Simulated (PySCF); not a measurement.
Consider C7H16Si.

```xyz
24

C    -2.4536    0.7141   -0.3042
C    -1.8785   -0.6986   -0.2944
C    -0.4419   -0.7125   -0.7582
C     0.4631   -1.8576   -0.4347
C     0.7198   -0.5021    0.1797
Si    0.4559   -0.3135    2.0424
C     1.8899    0.2834   -0.3862
C     1.6656    1.7873   -0.2805
H    -2.4106    1.1352   -1.3070
H    -3.4915    0.7078    0.0211
H    -1.8854    1.3579    0.3627
H    -1.9464   -1.1132    0.7127
H    -2.4738   -1.3348   -0.9572
H    -0.3248   -0.2822   -1.7493
H     1.1421   -2.2145   -1.1967
H     0.0778   -2.6448    0.1970
H     1.7696   -0.1618    2.6739
H    -0.3654    0.8590    2.3583
H    -0.1905   -1.5082    2.5929
H     2.0393    0.0174   -1.4370
H     2.8036    0.0156    0.1514
H     0.7487    2.0687   -0.7939
H     1.5816    2.0861    0.7622
H     2.4939    2.3310   -0.7302
```

Geometry: GFN2-xTB.

The calculation used PySCF 2.14.0, PBE0/pcSseg-1, SCF density, gas phase, non-relativistic.

What will maps of the electron density and electron localisation function show?

Answer. C–C (1.51 Å): ρ at the midpoint is about 1.6 e/Å³; the ELF peaks at about 0.85 between the atoms; localised, covalent bonding.
C–Si (1.89 Å): ρ is about 0.93 e/Å³ halfway; the ELF peaks at about 0.95 between the atoms (a covalent bond).
C–H (1.08 Å): ρ at the midpoint is about 2 e/Å³; the ELF climbs to about 1 towards the hydrogen, as it does in any bond to H (a covalent bond by its length).
Si–H (1.47 Å): ρ is about 0.8 e/Å³ halfway; the ELF climbs to about 1 towards the hydrogen.

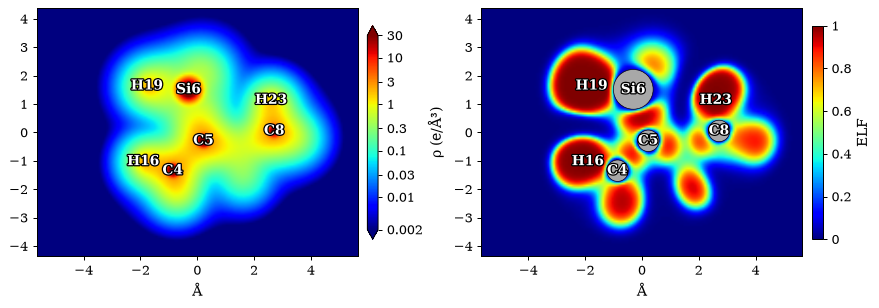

Computed electron density and electron localisation function on the plane of atoms C5, C4 and H16, in this order. Grey discs cover the atomic cores in the ELF map. 
